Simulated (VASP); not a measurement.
# PbF2 (Fluorocronite) with AM05: from relaxation to properties

Wanted: the relaxed cell of PbF2 (Fluorocronite) and its properties. The steps: full relaxation (AM05), single point with fields (AM05), band structure (AM05), density of states (AM05), optical spectrum (AM05), electric field gradients (AM05) and response to an electric field (AM05). The start is a cell from a database of measured crystal structures.

Main program and level: VASP 6.6.1; AM05; plane waves and PAW (Pb_d, F).

The database entry behind the starting cell differs from later determinations by our own check (0.1 to 0.3 % short, probably kX units), so it need not match the best structure at ambient conditions.

### 1. The structure

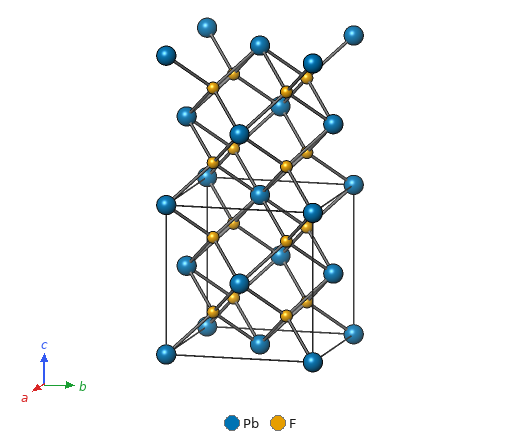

The cell as given, slightly off an axis (lead blue, fluorine orange). 1×1×2 cells are drawn. This picture shows the conventional cell, with its axes. Some periodic images of atoms are drawn too.

Structure file:

```
Pb F
1.0
     0.00000    2.96366    2.96366
     2.96366    0.00000    2.96366
     2.96366    2.96366    0.00000
Pb F
1 2
Direct
  0.00000 0.00000 0.00000
  0.25000 0.25000 0.25000
  0.75000 0.75000 0.75000
```

### 2. Full relaxation (AM05)

Properties are meant for the cell that this level of theory prefers, so cell and atoms are relaxed first (ISIF = 3) until forces and stress are small; EDIFFG sets the threshold. AM05 is built from the electron gas and the surface model, and does well on lattice constants.

INCAR reads:

```
SYSTEM = PbF2
PREC = Accurate
ENCUT = 520
EDIFF = 1E-06
NELM = 100
ISMEAR = 0
SIGMA = 0.05
LREAL = .FALSE.
ALGO = Normal
GGA = AM
NBANDS = 20
LORBIT = 11
LWAVE = .FALSE.
LCHARG = .FALSE.
KPAR = 2
IBRION = 2
NSW = 60
ISIF = 3
EDIFFG = -0.01
```

POSCAR reads:

```
PbF2
1.0
    0.0000000000      2.9636600000      2.9636600000
    2.9636600000      0.0000000000      2.9636600000
    2.9636600000      2.9636600000      0.0000000000
Pb F
1 2
Direct
    0.0000000000      0.0000000000      0.0000000000
    0.2500000000      0.2500000000      0.2500000000
    0.7500000000      0.7500000000      0.7500000000
```

KPOINTS reads:

```
Automatic mesh
0
Gamma
8 8 8
0 0 0
```

The projector-augmented-wave data sets are Pb_d and F (PBE family, release 64).

Started as:

```
$ mpirun -np 2 vasp_std
```

Output:

```text
[banner, memory and clock lines left out]
running    2 mpi-ranks, on    1 nodes
 distrk:  each k-point on    1 cores,    2 groups
 distr:  one band on    1 cores,    1 groups

 POSCAR found type information on POSCAR PbF
 POSCAR found :  2 types and       3 ions
|                                                                             |
|               ----> ADVICE to this user running VASP <----                  |
|                                                                             |
|     You enforced a specific xc type in the INCAR file but a different       |
|     [... a line on the potential file left out ...]
|     I HOPE YOU KNOW WHAT YOU ARE DOING!                                     |
|                                                                             |

 LDA part: xc-table for (Slater+PW92), standard interpolation
 POSCAR, INCAR and KPOINTS ok, starting setup
 FFT: planning ... GRIDC
 FFT: planning ... GRID_SOFT
 FFT: planning ... GRID
 WAVECAR not read
 entering main loop
       N       E                     dE             d eps       ncg     rms          rms(c)
DAV:   1     0.302203639294E+03    0.30220E+03   -0.14780E+04  1160   0.158E+03
DAV:   2     0.122871604651E+02   -0.28992E+03   -0.27355E+03  1276   0.436E+02
DAV:   3    -0.151917757453E+02   -0.27479E+02   -0.27104E+02  1388   0.145E+02
DAV:   4    -0.159680229133E+02   -0.77625E+00   -0.77574E+00  1320   0.256E+01
DAV:   5    -0.159935325609E+02   -0.25510E-01   -0.25506E-01  1436   0.485E+00    0.715E+00
DAV:   6    -0.143989525988E+02    0.15946E+01   -0.76328E+00  1572   0.221E+01    0.266E+00
DAV:   7    -0.143903620402E+02    0.85906E-02   -0.38137E-01  1188   0.395E+00    0.154E+00
DAV:   8    -0.143887924185E+02    0.15696E-02   -0.97010E-02  1196   0.358E+00    0.503E-01
DAV:   9    -0.143862470216E+02    0.25454E-02   -0.17860E-02  1492   0.101E+00    0.103E-01
DAV:  10    -0.143877459249E+02   -0.14989E-02   -0.18369E-03  1176   0.377E-01    0.310E-02
DAV:  11    -0.143877491500E+02   -0.32250E-05   -0.10797E-04  1316   0.102E-01    0.118E-02
DAV:  12    -0.143877663230E+02   -0.17173E-04   -0.39337E-05  1224   0.584E-02    0.906E-03
DAV:  13    -0.143877645625E+02    0.17605E-05   -0.11311E-05  1480   0.362E-02    0.124E-03
DAV:  14    -0.143877646418E+02   -0.79365E-07   -0.62749E-07   960   0.610E-03
   1 F= -.14387765E+02 E0= -.14387765E+02  d E =-.143878E+02
 curvature:   0.00 expect dE= 0.000E+00 dE for cont linesearch  0.000E+00
 trial: gam= 0.00000 g(F)=  0.232E-47 g(S)=  0.103E-03 ort = 0.000E+00 (trialstep = 0.100E+01)
 search vector abs. value=  0.103E-03
 bond charge predicted
       N       E                     dE             d eps       ncg     rms          rms(c)
DAV:   1    -0.143894538113E+02   -0.16892E-02   -0.39735E-02  1508   0.275E+00    0.292E-01
DAV:   2    -0.143879595665E+02    0.14942E-02   -0.64450E-03  1312   0.796E-01    0.615E-02
DAV:   3    -0.143878271545E+02    0.13241E-03   -0.35845E-04  1504   0.296E-01    0.263E-02
DAV:   4    -0.143878087752E+02    0.18379E-04   -0.10137E-04  1428   0.145E-01    0.880E-03
DAV:   5    -0.143878099091E+02   -0.11338E-05   -0.11499E-05  1260   0.405E-02    0.463E-03
DAV:   6    -0.143878093331E+02    0.57593E-06   -0.21185E-06   676   0.206E-02
   2 F= -.14387809E+02 E0= -.14387809E+02  d E =-.446913E-04
 trial-energy change:   -0.000045  1 .order   -0.000039   -0.000103    0.000025
 step:   0.8418(harm=  0.8067)  dis= 0.00000  next Energy=   -14.387811 (dE=-0.466E-04)
 reached required accuracy - stopping structural energy minimisation
```

It took 11 s on 2 MPI ranks of Intel Xeon 6975P-C (Granite Rapids), shared host; peak memory 0.37 GiB.

The logs omit lines about the potential files and the build; timing stands in the text.

From OUTCAR (step 2):

```text
ion  position               nearest neighbor table
   1  0.000  0.000  0.000-   3 2.57   3 2.57   3 2.57   2 2.57   2 2.57   2 2.57   3 2.57   2 2.57

  LATTYP: Found a face centered cubic cell.
 ALAT       =     5.9273200000

 Subroutine GETGRP returns: Found 48 space group operations
 (whereof 48 operations were pure point group operations)

The static configuration has the point symmetry O_h .

 Found     29 irreducible k-points:

   k-points           NKPTS =     29   k-points in BZ     NKDIM =     29   number of bands    NBANDS=     20

   dimension x,y,z NGX =    32 NGY =   32 NGZ =   32
   dimension x,y,z NGXF=    64 NGYF=   64 NGZF=   64

   ENCUT  =  520.0 eV  38.22 Ry    6.18 a.u.   7.79  7.79  7.79*2*pi/ulx,y,z

   NELECT =      28.0000    total number of electrons

 k-points in reciprocal lattice and weights: Automatic mesh
   0.00000000  0.00000000  0.00000000       0.002
   0.12500000  0.00000000  0.00000000       0.016
   0.25000000  0.00000000  0.00000000       0.016
   0.37500000  0.00000000  0.00000000       0.016
   0.50000000  0.00000000  0.00000000       0.008
   0.12500000  0.12500000  0.00000000       0.012
   0.25000000  0.12500000  0.00000000       0.047
   0.37500000  0.12500000  0.00000000       0.047
   0.50000000  0.12500000  0.00000000       0.047
[...]
-0.37500000  0.50000000  0.12500000       0.023
  -0.25000000  0.50000000  0.25000000       0.012

 average (electrostatic) potential at core
       1 -92.6773       2 -75.0030       3 -75.0030

 E-fermi :   2.0544

 k-point     1 :       0.0000    0.0000    0.0000
  band No.  band energies     occupation
    ...
     10      -0.6361      2.00000
     11      -0.6361      2.00000
     12      -0.1379      2.00000
     13      -0.1379      2.00000
     14      -0.1379      2.00000
     15       8.5778      0.00000
     16       8.5778      0.00000
     17       8.5778      0.00000
     18      12.6292      0.00000
     19      16.9512      0.00000
    ...

 k-point     2 :       0.1250    0.0000    0.0000
  band No.  band energies     occupation
    ...
     10      -0.6685      2.00000
     11      -0.6685      2.00000
     12      -0.1623      2.00000
     13      -0.1623      2.00000
     14       0.2761      2.00000
     15       8.0703      0.00000
     16       8.7056      0.00000
     17       8.7056      0.00000
     18      13.5150      0.00000
     19      16.5514      0.00000
    ...

 k-point     3 :       0.2500    0.0000    0.0000
  band No.  band energies     occupation
    ...
     10      -0.7453      2.00000
     11      -0.7453      2.00000
     12      -0.2210      2.00000
     13      -0.2210      2.00000
     14       0.9962      2.00000
     15       7.3679      0.00000
     16       9.0186      0.00000
     17       9.0186      0.00000
     18      14.8197      0.00000
     19      16.0076      0.00000
    ...

  Total        0.0110632      0.0110632      0.0110632      0.0000000      0.0000000     -0.0000000
  in kB        0.3412276      0.3412276      0.3412276      0.0000000      0.0000000     -0.0000000
  external PRESSURE =       0.3412276 kB  Pullay stress =       0.0000000 kB

  energy-cutoff  :      520.00
  volume of cell :       51.95
      direct lattice vectors                 reciprocal lattice vectors
     0.000000000  2.961460005  2.961460005    -0.168835642  0.168835642  0.168835642
     2.961460005 -0.000000000  2.961460005     0.168835642 -0.168835642  0.168835642
     2.961460005  2.961460005 -0.000000000     0.168835642  0.168835642 -0.168835642

 POSITION                                       TOTAL-FORCE (eV/Angst)
 -----------------------------------------------------------------------------------
      5.92292      5.92292      5.92292         0.000000     -0.000000      0.000000
      1.48073      1.48073      1.48073         0.000000     -0.000000      0.000000
      4.44219      4.44219      4.44219        -0.000000      0.000000     -0.000000
 -----------------------------------------------------------------------------------
    total drift:                               -0.000000      0.000000      0.000000

  FREE ENERGIE OF THE ION-ELECTRON SYSTEM (eV)
  ---------------------------------------------------
  free  energy   TOTEN  =       -14.3878093331 eV

  energy  without entropy=      -14.3878093331  energy(sigma->0) =      -14.38780933

 reached required accuracy - stopping structural energy minimisation

 total charge
# of ion       s       p       d       tot
------------------------------------------
    1        1.546   0.291   9.866  11.703
    2        1.741   4.317   0.000   6.058
    3        1.741   4.317   0.000   6.058
--------------------------------------------------
tot          5.029   8.925   9.866  23.819

[... 3 further parts left out ...]
```

The gap is read on the k-mesh alone, so it is an upper bound where the band edges lie off the mesh. The PAW data sets were made with PBE, which is usual practice but a small mismatch for other functionals. The run keeps the 48 symmetry operations of its start, so it cannot find a distortion of lower symmetry.

Little changed from the start: no atom moved by 0.005 Å and no cell edge by 0.1 %.

Numbers from this step:

| Quantity | Value |
| --- | --- |
| electrons | 28 |
| bands | 20 |
| irreducible k-points | 29 |
| symmetry operations | 48 |
| free energy (TOTEN) | -14.39 eV |
| Fermi energy | 2.054 eV |
| pressure | 0.03412 GPa |
| metallic | no |
| valence top at k | -0.25, 0.5, 0.25 |
| conduction bottom at k | 0.5, 0.5, 0 |
| least direct gap at k | 0.5, 0.5, 0 |
| SCF cycles over all ionic steps | 20 |
| gap on the k-mesh | 4.404 eV |
| least direct gap on the k-mesh | 4.551 eV |

It ends with forces that vanish by symmetry and a pressure of 0.03 GPa. The volume lies -0.2 % from that of the database's start, which holds the thermal and zero-point expansion of its experiment.

### 3. Single point with fields (AM05)

The relaxed cell gets a fresh self-consistent run, on a basis set for its own volume, to fix the density and to check the remaining stress.

Changes to INCAR since step 2:

```diff
@@ -13,7 +13,5 @@
 LWAVE = .FALSE.
-LCHARG = .FALSE.
-KPAR = 2
-IBRION = 2
-NSW = 60
-ISIF = 3
-EDIFFG = -0.01
+LCHARG = .TRUE.
+ISIF = 2
+LELF = .TRUE.
+LVHAR = .TRUE.
```

POSCAR reads:

```
PbF2
1.0
    0.0000000000      2.9614600048      2.9614600048
    2.9614600048      0.0000000000      2.9614600048
    2.9614600048      2.9614600048      0.0000000000
Pb F
1 2
Direct
    0.0000000000      0.0000000000      0.0000000000
    0.2500000000      0.2500000000      0.2500000000
    0.7500000000      0.7500000000      0.7500000000
```

KPOINTS is that of step 2.

Started as:

```
$ mpirun -np 2 vasp_std
```

Output:

```text
[banner, memory and clock lines left out]
running    2 mpi-ranks, on    1 nodes
 distrk:  each k-point on    2 cores,    1 groups
 distr:  one band on    1 cores,    2 groups

 POSCAR found type information on POSCAR PbF
 POSCAR found :  2 types and       3 ions
 [... a notice as in an earlier step ...]

 LDA part: xc-table for (Slater+PW92), standard interpolation
 POSCAR, INCAR and KPOINTS ok, starting setup
 FFT: planning ... GRIDC
 FFT: planning ... GRID_SOFT
 FFT: planning ... GRID
 WAVECAR not read
 entering main loop
       N       E                     dE             d eps       ncg     rms          rms(c)
DAV:   1     0.302162708403E+03    0.30216E+03   -0.14936E+04  1172   0.161E+03
DAV:   2     0.135056620445E+02   -0.28866E+03   -0.27317E+03  1228   0.441E+02
DAV:   3    -0.151070504869E+02   -0.28613E+02   -0.28225E+02  1364   0.146E+02
DAV:   4    -0.159625194997E+02   -0.85547E+00   -0.85462E+00  1336   0.266E+01
DAV:   5    -0.159890394906E+02   -0.26520E-01   -0.26517E-01  1460   0.494E+00    0.715E+00
DAV:   6    -0.143986386230E+02    0.15904E+01   -0.76137E+00  1576   0.221E+01    0.265E+00
DAV:   7    -0.143900554845E+02    0.85831E-02   -0.37850E-01  1220   0.394E+00    0.153E+00
DAV:   8    -0.143885518073E+02    0.15037E-02   -0.95843E-02  1196   0.357E+00    0.499E-01
DAV:   9    -0.143860672864E+02    0.24845E-02   -0.17450E-02  1512   0.101E+00    0.102E-01
DAV:  10    -0.143875636963E+02   -0.14964E-02   -0.18056E-03  1176   0.372E-01    0.308E-02
DAV:  11    -0.143875689387E+02   -0.52424E-05   -0.10053E-04  1328   0.982E-02    0.118E-02
DAV:  12    -0.143875857658E+02   -0.16827E-04   -0.36241E-05  1224   0.566E-02    0.818E-03
DAV:  13    -0.143875842346E+02    0.15312E-05   -0.93276E-06  1340   0.341E-02    0.102E-03
DAV:  14    -0.143875843250E+02   -0.90346E-07   -0.64139E-07   936   0.619E-03
   1 F= -.14387584E+02 E0= -.14387584E+02  d E =-.173365E-11
```

Run time: 7.2 s. Hardware: 2 MPI ranks; peak memory 0.3 GiB.

From OUTCAR (step 3):

```text
  LATTYP: Found a face centered cubic cell.
 ALAT       =     5.9229200096

The static configuration has the point symmetry O_h .

 Found     29 irreducible k-points:

   NELECT =      28.0000    total number of electrons

 E-fermi :   2.0544

 k-point     1 :       0.0000    0.0000    0.0000
  band No.  band energies     occupation
    ...
     10      -0.6361      2.00000
     11      -0.6361      2.00000
     12      -0.1379      2.00000
     13      -0.1379      2.00000
     14      -0.1379      2.00000
     15       8.5777      0.00000
     16       8.5777      0.00000
     17       8.5777      0.00000
     18      12.6287      0.00000
     19      16.9511      0.00000
    ...

 k-point     2 :       0.1250    0.0000    0.0000
  band No.  band energies     occupation
    ...
     10      -0.6685      2.00000
     11      -0.6685      2.00000
     12      -0.1624      2.00000
     13      -0.1623      2.00000
     14       0.2761      2.00000
     15       8.0701      0.00000
     16       8.7055      0.00000
     17       8.7055      0.00000
     18      13.5144      0.00000
     19      16.5514      0.00000
    ...

  Total        0.0056816      0.0056816      0.0056816      0.0000000      0.0000000     -0.0000000
  in kB        0.1752404      0.1752404      0.1752404      0.0000000      0.0000000     -0.0000000
  external PRESSURE =       0.1752404 kB  Pullay stress =       0.0000000 kB

  energy-cutoff  :      520.00
  volume of cell :       51.95
      direct lattice vectors                 reciprocal lattice vectors
     0.000000000  2.961460005  2.961460005    -0.168835642  0.168835642  0.168835642
     2.961460005  0.000000000  2.961460005     0.168835642 -0.168835642  0.168835642
     2.961460005  2.961460005  0.000000000     0.168835642  0.168835642 -0.168835642

 POSITION                                       TOTAL-FORCE (eV/Angst)
 -----------------------------------------------------------------------------------
      0.00000      0.00000      0.00000        -0.000000     -0.000000      0.000000
      1.48073      1.48073      1.48073        -0.000000     -0.000000     -0.000000
      4.44219      4.44219      4.44219         0.000000      0.000000      0.000000
 -----------------------------------------------------------------------------------
    total drift:                                0.000000     -0.000000      0.000000

  FREE ENERGIE OF THE ION-ELECTRON SYSTEM (eV)
  ---------------------------------------------------
  free  energy   TOTEN  =       -14.3875843250 eV

  energy  without entropy=      -14.3875843250  energy(sigma->0) =      -14.38758432

 total charge
# of ion       s       p       d       tot
------------------------------------------
    1        1.546   0.291   9.866  11.703
    2        1.741   4.317   0.000   6.058
    3        1.741   4.317   0.000   6.058
--------------------------------------------------
tot          5.029   8.925   9.866  23.820

[... 5 parts as in an earlier step ...]

[... 6 further parts left out ...]
```

This step gave:

| Property | Result |
| --- | --- |
| SCF cycles | 14 |
| pressure | 0.01752 GPa |

Valence electrons inside each PAW sphere by angular momentum. Sphere charges, by row:

| atom | s (e) | p (e) | d (e) | tot (e) |
| --- | --- | --- | --- | --- |
| Pb1 | 1.546 | 0.291 | 9.866 | 11.7 |
| F2 | 1.741 | 4.317 | 0 | 6.058 |
| F3 | 1.741 | 4.317 | 0 | 6.058 |

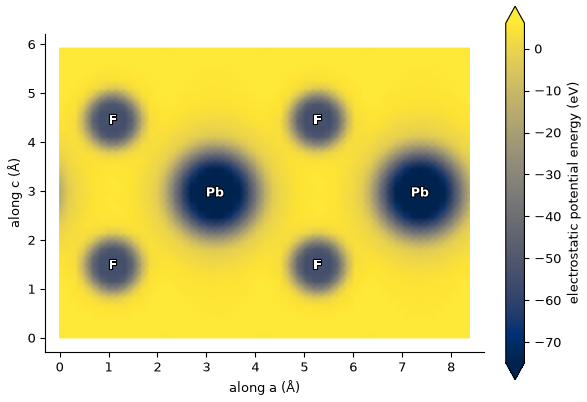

Electrostatic potential energy in the ac plane of a cell with a along [110], b along [-110] and c along [001] of the cube at fractional y = 0.000, with atoms of Pb and F within 0.2 Å of it. With pseudopotentials it is smooth inside the atoms' cores, unlike the true potential. The map starts off the cell's origin, so that atoms lie inside it.

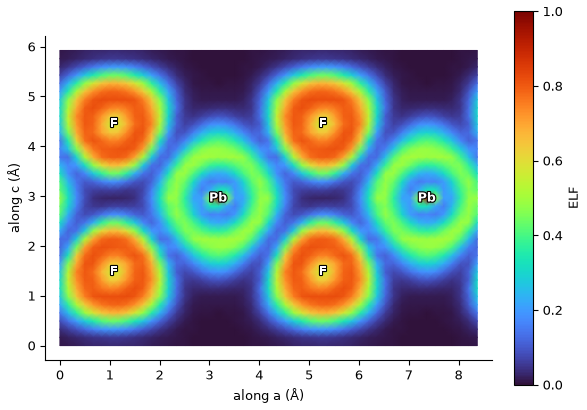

ELF in the ac plane of a cell with a along [110], b along [-110] and c along [001] of the cube at fractional y = 0.000, with atoms of Pb and F within 0.2 Å of it. It is the smooth field of the valence electrons, not physical close to the nuclei. The map starts off the cell's origin, so that atoms lie inside it.

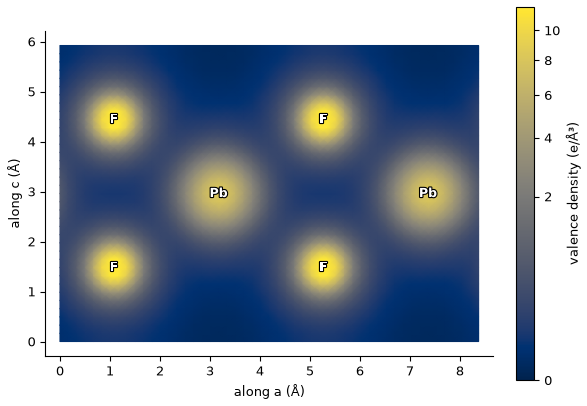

Valence density in the ac plane of a cell with a along [110], b along [-110] and c along [001] of the cube at fractional y = 0.000, with atoms of Pb and F within 0.2 Å of it. It is the smooth field of the valence electrons, not physical close to the nuclei. The map starts off the cell's origin, so that atoms lie inside it. The colour scale is stretched toward low values.

In this run the pressure is 0.02 GPa, small enough to go on.

[end of part 1 of 4]

[Lines on the potential files, build, host, timing and source positions are cut from VASP's logs without a mark.]

[Logs are printed without paths, hosts, clocks, repeated set-up lines and the standing remarks that a program may print on its own settings, such as how far it seeks lower states.]

[Hosts, paths, dates, database ids (printed as entryN), source tags and the programs' standing remarks are cut or masked in the printed files.]

[A measured line is paired with the nearest computed mode of its activity, which favours agreement.]
